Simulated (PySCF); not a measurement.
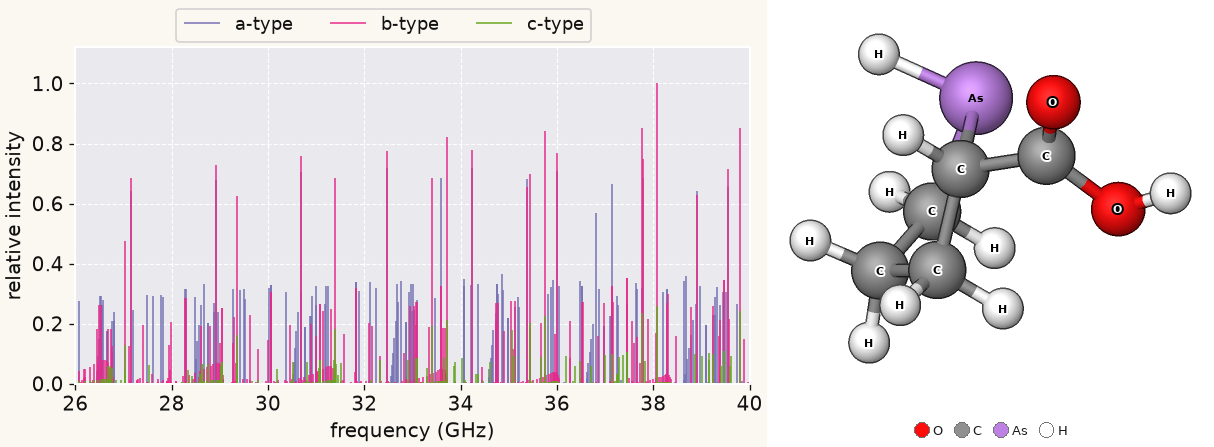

C₅H₉AsO₂, SMILES O=C(O)[C@@H]1CCC[AsH]1. Simulated rotational absorption lines between 26 and 40 GHz at 10 K: rigid rotor with the equilibrium constants and dipole of one optimised conformer (PBE0-D3(BJ)/def2-SVP, PySCF 2.14.0), commonest isotopes; no centrifugal distortion, hyperfine structure, internal rotation or nuclear-spin weights; lines within 1 MHz of each other are summed. Lines of different type are drawn apart.

### What are the rotational constants, and what kind of rotor is it?

Rotational constants A, B, C = 2.180, 1.134, 0.8860 GHz; Ray's κ = −0.62, an asymmetric top on the prolate side.

### Which dipole components drive the lines?

|μa|, |μb|, |μc| = 1.65, 1.77, 0.89 D; a-type lines carry 49 % of the intensity in this range.

Caveats: coarse grid, loose stop and no frequency check, small forces are noise and the end may be a saddle.
